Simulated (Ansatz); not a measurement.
```yaml
atoms:
  - { symbol: N, position_ang: [-1.5744, 0.8424, -0.5058] }
  - { symbol: B, position_ang: [-0.9649, -0.4110, -0.6600] }
  - { symbol: N, position_ang: [-0.5396, -1.0304, -1.8404] }
  - { symbol: Si, position_ang: [0.3022, -1.2882, 1.5317] }
  - { symbol: Si, position_ang: [1.3754, 0.8133, 1.0824] }
  - { symbol: H, position_ang: [-1.7144, 1.4967, -1.2661] }
  - { symbol: H, position_ang: [-1.8462, 1.2065, 0.3980] }
  - { symbol: H, position_ang: [-0.5882, -0.5930, -2.7529] }
  - { symbol: H, position_ang: [-0.0338, -1.9058, -1.8284] }
  - { symbol: H, position_ang: [1.1142, -2.0242, 0.4644] }
  - { symbol: H, position_ang: [-1.0049, -1.1399, 0.3861] }
  - { symbol: H, position_ang: [1.7376, 1.1627, -0.3285] }
  - { symbol: H, position_ang: [0.6024, 1.9694, 1.6412] }
  - { symbol: H, position_ang: [2.6630, 0.7530, 1.8538] }
```

Method: RKS B3LYP-D4/def2-SVP in Ansatz 0.2.0.

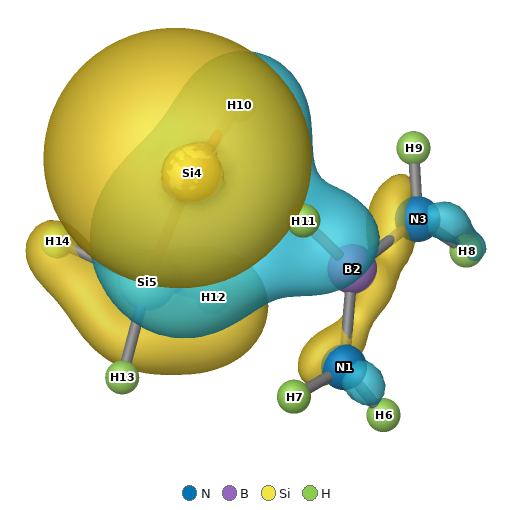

BH9N2Si2. The HOMO at ±0.06 Å⁻³ᐟ² (yellow and cyan are the two phases), seen at a tilt.

Q: Describe this orbital and give its energy.

A: Its weight (Hirshfeld) is mainly on Si4 (about 65 %) and Si5 (about 15 %). Its energy is −5.63 eV.
